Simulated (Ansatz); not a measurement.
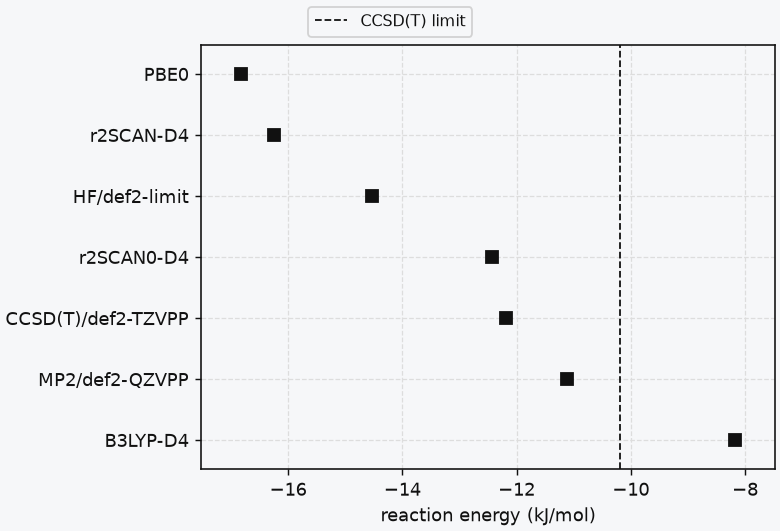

Electronic reaction energy of Si₂H₃O₃F₃ (O[SiH](O)O[Si](F)(F)F) + HF (F) → SiF₄ (F[Si](F)(F)F) + SiH₄O₃ (O[SiH](O)O) (SMILES in brackets) at several levels (functionals in def2-TZVPP unless a basis is named), isolated molecules at PBE0-D4 triple-zeta geometries, minima by their frequencies, no zero-point or thermal terms, the Ansatz code 0.2.0. The line is frozen-core CCSD(T) at the basis limit (MP2 extrapolated from triple and quadruple zeta, plus CCSD(T) less MP2 in a smaller set). No dispersion term is added to PBE0. The distance of CCSD(T)/def2-TZVPP and MP2/def2-QZVPP to the limit includes basis error.

**What range do the values span, the line included?**

From −16.8 kJ/mol (PBE0) to −8.2 kJ/mol (B3LYP-D4).

**Give the values.**

```csv
level,kJ/mol,less CCSD(T) limit
PBE0,−16.8,−6.6
r2SCAN-D4,−16.2,−6.1
HF/def2-limit,−14.5,−4.3
r2SCAN0-D4,−12.4,−2.2
CCSD(T)/def2-TZVPP,−12.2,−2.0
MP2/def2-QZVPP,−11.1,−0.9
B3LYP-D4,−8.2,2.0
CCSD(T) limit,−10.2,0.0
```

Known limits of this run: one conformer of each flexible molecule.
